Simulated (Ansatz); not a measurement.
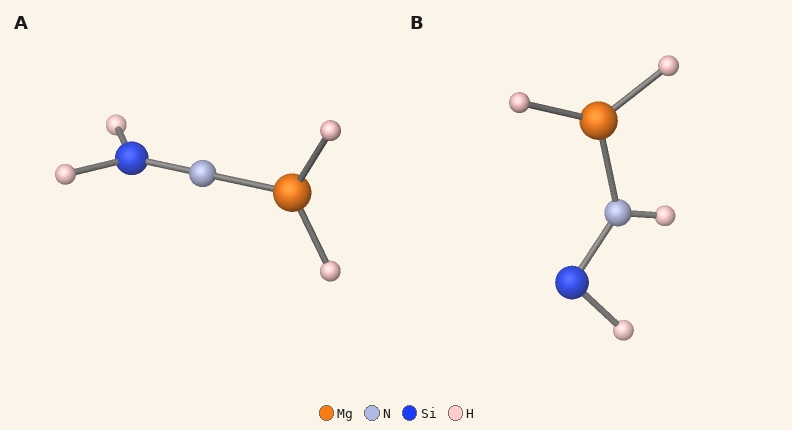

2 stationary structures of one formula. State: charge −1, singlet. Geometries: PBE0-D4/def2-TZVPD. Electronic energies: RHF-CCSD(T) (frozen core)/def2-TZVPPD (Ansatz 0.2.0), without zero-point energy. No frequency run is at hand to confirm each as a minimum. Each is one conformer, not always the lowest.

**Rank them by energy, lowest first.**

B is lowest (Cs); A lies 0.837 eV above it (C2v).
